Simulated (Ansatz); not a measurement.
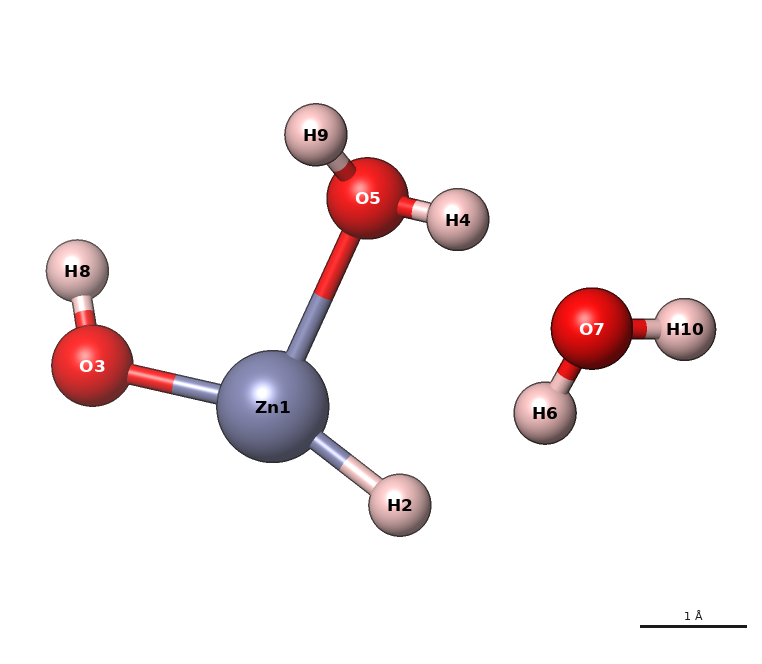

The geometry was computed by an optimisation with PBE0-D4/def2-TZVP.

Which hydrogen bonds does the structure hold? Count O, N, F, S and Cl donors.

```csv
D–H···A,D–H (Å),H···A (Å),angle (°),kind
O5–H4···O7,0.98,1.74,155,intermolecular
```
